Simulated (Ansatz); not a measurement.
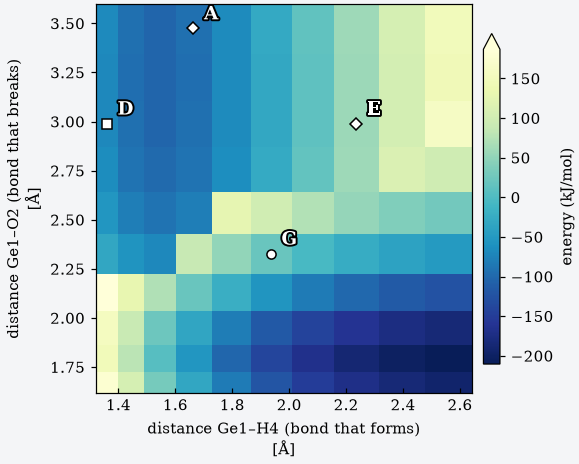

The reacting system CH6GeO (fragments CH₆GeO where the first distance is long, GeH₄ + CH₂O where the second is long). 
- The first coordinate is: distance Ge1–H4 (bond that forms); the second: distance Ge1–O2 (bond that breaks).
- Relaxed at each point: all other coordinates.
- The scan uses a 10 × 10 grid.
- Points are written as (first, second).
- Energies are in kJ/mol, from a guessed transition structure relaxed with its forming and breaking bonds held.
- Energies and slopes of some neighbouring points disagree (a jump in structure or state, or too coarse a mesh). The reference is spin-restricted, so regions where a bond is pulled apart into radicals lie too high.
- Level of theory: RKS PBE0-D4/def2-SVP (Ansatz 0.2.0).

The picture shows one coloured cell a grid point, one colour for all values above the top of the scale, lettered points.

Rank the lettered points by energy, lowest first.

Answer. A (−93 kJ/mol), D (−69 kJ/mol), G (20 kJ/mol), E (57 kJ/mol).
